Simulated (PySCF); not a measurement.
**Single-point calculation, with input and output: C2H6In (charge +1)**

- system: C2H6In, charge +1
- method: B2PLYP/def2-SVPD, RKS, core potentials def2-svp (PySCF 2.14.0)

The geometry is that of the parent species in another charge or spin state. The geometry comes from this level: PBE0-D4/def2-TZVP.

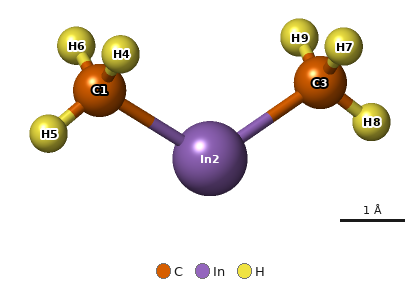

Figure 1. The structure (ball-and-stick view, seen at a tilt; atoms are numbered from 1 in the order of the input). Sticks mark near contacts.

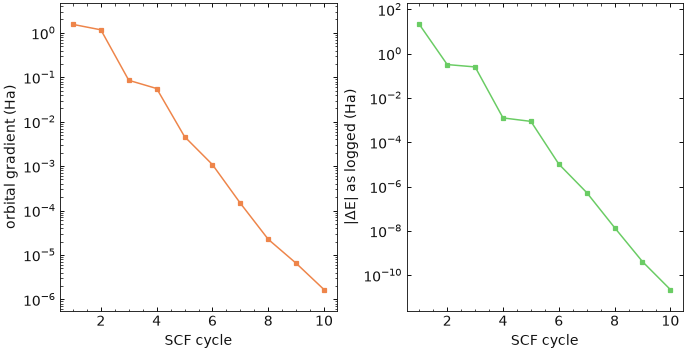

Figure 2. Convergence of the self-consistent field: orbital gradient and size of the energy change against the SCF cycle. The residual falls at every step.

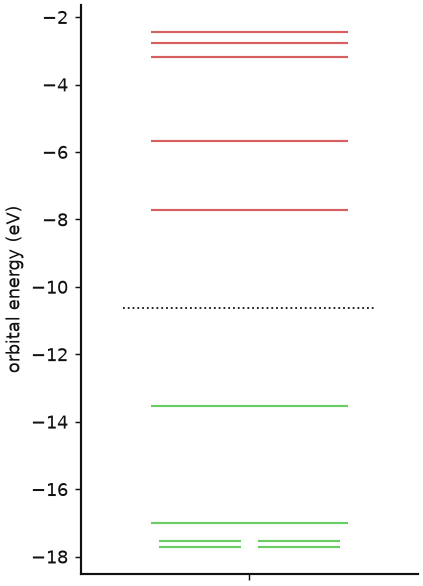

Figure 3. Orbital energies near the frontier; the dotted line parts filled from empty levels, and levels within 0.02 eV of each other stand side by side. Highest filled −13.54 eV, lowest empty −7.72 eV, 5.82 eV apart.

The input that produced these results follows, with the program's output.

Input file (run.py):
```python
from pyscf import gto, dft, mp

mol = gto.Mole()
mol.atom = [
    ('C', (0.456290, 1.815870, 0.183390)),
    ('In', (0.277560, 0.050300, -1.113490)),
    ('C', (-0.450470, -1.814830, -0.206650)),
    ('H', (-0.527030, 2.036110, 0.607180)),
    ('H', (0.821920, 2.686500, -0.358540)),
    ('H', (1.143860, 1.578810, 0.999510)),
    ('H', (-1.445190, -1.633350, 0.208840)),
    ('H', (-0.500920, -2.628420, -0.928380)),
    ('H', (0.223960, -2.091000, 0.608130)),
]
mol.max_memory = 1860
mol.basis = 'def2-svpd'
mol.charge = 1
mol.ecp = {'In': 'def2-svp'}
mol.spin = 0
mol.verbose = 4
mol.build()

calc0 = dft.RKS(mol, xc='0.53*HF + 0.47*B88, 0.73*LYP')
calc0.conv_tol = 1e-10
calc0.grids.level = 5
calc0.kernel()
if not calc0.converged:
    calc0 = calc0.newton().run(calc0.mo_coeff, calc0.mo_occ)

pt = mp.MP2(calc0, frozen=6).run()
energy = calc0.e_tot + 0.27 * pt.e_corr
print('PT2 part  %.8f' % (0.27 * pt.e_corr))
print('Final energy', energy)
```

Launch command:
```bash
OMP_NUM_THREADS=1 python run.py
```

Log:
```
[file] SyntaxWarning: invalid escape sequence '\W'
  S = {(paw_set(r)[0], bool(re.search(r"spin_orbit\W+true|paw_fr", str((r.get("files") or {}).get("input") or "")) or re.search("(?i)spin.orbit\W+(value\W+)?(true|yes)|value\W+spin-orbit", json.dumps(r.get("inputs"), default=str)))) for r in records}

PySCF version 2.14.0

[INPUT] num. atoms = 9
[INPUT] num. electrons = 38
[INPUT] charge = 1
[INPUT] spin (= nelec alpha-beta = 2S) = 0
[INPUT] symmetry False subgroup None
[INPUT] Mole.unit = angstrom
[INPUT] Symbol           X                Y                Z      unit          X                Y                Z       unit  Magmom
[INPUT]  1 C      0.456290000000   1.815870000000   0.183390000000 AA    0.862263133378   3.431496977814   0.346556873984 Bohr   0.0
[INPUT]  2 In     0.277560000000   0.050300000000  -1.113490000000 AA    0.524512383134   0.095053224066  -2.104191142442 Bohr   0.0
[INPUT]  3 C     -0.450470000000  -1.814830000000  -0.206650000000 AA   -0.851264927333  -3.429531662644  -0.390511903641 Bohr   0.0
[INPUT]  4 H     -0.527030000000   2.036110000000   0.607180000000 AA   -0.995942359430   3.847690259488   1.147403908313 Bohr   0.0
[INPUT]  5 H      0.821920000000   2.686500000000  -0.358540000000 AA    1.553203696303   5.076749233644  -0.677542404702 Bohr   0.0
[INPUT]  6 H      1.143860000000   1.578810000000   0.999510000000 AA    2.161582124845   2.983518502725   1.888800158764 Bohr   0.0
[INPUT]  7 H     -1.445190000000  -1.633350000000   0.208840000000 AA   -2.731013297960  -3.086584165558   0.394650403854 Bohr   0.0
[INPUT]  8 H     -0.500920000000  -2.628420000000  -0.928380000000 AA   -0.946601610317  -4.966993940329  -1.754383939524 Bohr   0.0
[INPUT]  9 H      0.223960000000  -2.091000000000   0.608130000000 AA    0.423223062858  -3.951417326466   1.149199148132 Bohr   0.0

nuclear repulsion = 114.733243378241
number of shells = 52
number of NR pGTOs = 187
number of NR cGTOs = 120
basis = def2-svpd
ecp = {'In': 'def2-svp'}

******** <class 'pyscf.dft.rks.RKS'> ********
method = RKS
initial guess = minao
damping factor = 0
level_shift factor = 0
DIIS = <class 'pyscf.scf.diis.CDIIS'>
diis_start_cycle = 1
diis_space = 8
diis_damp = 0
SCF conv_tol = 1e-10
SCF conv_tol_grad = None
SCF max_cycles = 50
direct_scf = True
direct_scf_tol = 1e-13
XC library pyscf.dft.libxc version 7.0.0
    S. Lehtola, C. Steigemann, M. J.T. Oliveira, and M. A.L. Marques.,  SoftwareX 7, 1–5 (2018)
XC functionals = 0.53*HF + 0.47*B88, 0.73*LYP
    A. D. Becke.,  Phys. Rev. A 38, 3098 (1988)
    C. Lee, W. Yang, and R. G. Parr.,  Phys. Rev. B 37, 785 (1988)
    B. Miehlich, A. Savin, H. Stoll, and H. Preuss.,  Chem. Phys. Lett. 157, 200 (1989)
radial grids:
    Treutler-Ahlrichs [JCP 102, 346 (1995); DOI:10.1063/1.469408] (M4) radial grids

becke partition: Becke, JCP 88, 2547 (1988); DOI:10.1063/1.454033
pruning grids: <function nwchem_prune>
grids dens level: 5
symmetrized grids: False
atomic radii adjust function: <function treutler_atomic_radii_adjust>
small_rho_cutoff = 0
Set gradient conv threshold to 1e-05
Initial guess from minao.
tot grids = 274528
init E= -247.640223171176
  HOMO = -0.686724496622348  LUMO = -0.589117967373546  gap/eV = 2.65601
cycle= 1 E= -268.528257505247  delta_E= -20.9  |g|= 1.55  |ddm|= 13.6
  HOMO = -0.402027171930179  LUMO = -0.172365139526342  gap/eV = 6.24942
cycle= 2 E= -268.849381688341  delta_E= -0.321  |g|= 1.17  |ddm|= 6.99
  HOMO = -0.475600939831148  LUMO = -0.273413423820106  gap/eV = 5.50180
cycle= 3 E= -269.100276489625  delta_E= -0.251  |g|= 0.0855  |ddm|= 1.79
  HOMO = -0.505962757868494  LUMO = -0.287359330710737  gap/eV = 5.94850
cycle= 4 E= -269.101527773013  delta_E= -0.00125  |g|= 0.0558  |ddm|= 0.201
  HOMO = -0.497521658264167  LUMO = -0.284533578288075  gap/eV = 5.79570
cycle= 5 E= -269.102401169909  delta_E= -0.000873  |g|= 0.00461  |ddm|= 0.0707
  HOMO = -0.497651889366514  LUMO = -0.283689389329304  gap/eV = 5.82222
cycle= 6 E= -269.102411484108  delta_E= -1.03e-05  |g|= 0.00108  |ddm|= 0.0111
  HOMO = -0.497751706289627  LUMO = -0.283852027896772  gap/eV = 5.82051
cycle= 7 E= -269.102412017583  delta_E= -5.33e-07  |g|= 0.000146  |ddm|= 0.00233
  HOMO = -0.49774812773291  LUMO = -0.283868732931053  gap/eV = 5.81995
cycle= 8 E= -269.1024120315  delta_E= -1.39e-08  |g|= 2.25e-05  |ddm|= 0.000508
  HOMO = -0.497747753770362  LUMO = -0.283867018505024  gap/eV = 5.81999
cycle= 9 E= -269.102412031905  delta_E= -4.05e-10  |g|= 6.5e-06  |ddm|= 6.25e-05
  HOMO = -0.497747702857152  LUMO = -0.283866562469381  gap/eV = 5.82000
cycle= 10 E= -269.102412031928  delta_E= -2.21e-11  |g|= 1.66e-06  |ddm|= 1.74e-05
  HOMO = -0.497747585045117  LUMO = -0.283866793299882  gap/eV = 5.81999
Extra cycle  E= -269.102412031931  delta_E= -3.18e-12  |g|= 1.52e-06  |ddm|= 4.59e-06
converged SCF energy = -269.102412031931

******** <class 'pyscf.mp.mp2.RMP2'> ********
nocc = 13, nmo = 114
frozen orbitals 6
E(RMP2) = -269.583707408655  E_corr = -0.481295376724633
E(SCS-RMP2) = -269.586340716452  E_corr = -0.483928684521262
E_corr(same-spin) = -0.108029731786498
E_corr(oppo-spin) = -0.373265644938136
PT2 part  -0.12994975
Final energy -269.23236178364635
```

Summary:

- outcome: converged
- total energy: −269.232362 hartree
- SCF energy: −269.102412 hartree
- basis functions: 120
- HOMO: −13.54 eV
- LUMO: −7.72 eV
- hardware: 1 thread of Arm Neoverse V2, 24 GiB of memory available, shared host
- wall time: 26 s
- peak memory: 0.66 GiB

Notes:

Further notes kept with the run: dipole of an ion depends on the origin.
